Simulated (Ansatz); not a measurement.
# Correcting a cheap level on Si-containing radicals

The atomisation energy (no zero-point term) in kJ/mol of 7 Si-containing radicals: x at B3LYP-D4/def2-TZVPP, y at CCSD(T)/CBS estimate. Shapes, held fixed at every level: PBE0-D4/def2-TZVP. Flexible molecules stand in one conformer, not always the lowest. Programs: Ansatz 0.2.0.

| molecule | x (kJ/mol) | y (kJ/mol) |
| --- | --- | --- |
| SiH (SMILES [SiH]) | 315 | 309 |
| SiHCl2 (SMILES Cl[SiH]Cl) | 1073 | ? |
| SiH2(OH)O | 2013 | 2020 |
| SiH(OH)2 | 2110 | 2132 |
| Si2H5O (SMILES [SiH2]O[SiH3]) | 2509 | 2516 |
| Si(OH)3 | 2701 | 2740 |
| Si(CH2)F3 | 2936 | 2973 |

Q: Fit y = c + s·x to the known rows and predict y for SiHCl2.

A: 
1. Means of the 6 rows: x = 2097.33, y = 2115.0.
2. Σ(Δx)² = 4421229, Σ(Δx·Δy) = 4489067, so the slope is 4489067/4421229 = 1.0153.
3. Intercept: 2115.0 − (1.0153) × 2097.33 = -14.4. The largest residual of the fit is 17.
4. SiHCl2: -14.4 + 1.0153 × 1073 = 1075 kJ/mol.

CCSD(T)/CBS estimate gives 1085 kJ/mol, so the prediction is off by -10 kJ/mol, within the largest residual. Uncorrected, B3LYP-D4/def2-TZVPP misses it by -12 kJ/mol, and the other rows by 20 on average. The line removes about 20 % of this miss. Left out in turn, the other rows are missed by 16 kJ/mol on average, hardly better than no correction. Spin contamination: SiH (⟨S²⟩ up to 0.79). Open shells run unrestricted. The CBS estimate extrapolates MP2 from def2-TZVPP and def2-QZVPP and adds CCSD(T) − MP2 in the triple-zeta set, cores frozen.

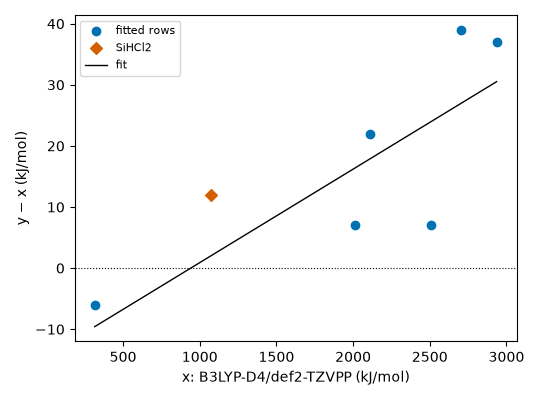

The correction y − x against x, with the fitted line and the withheld molecule.
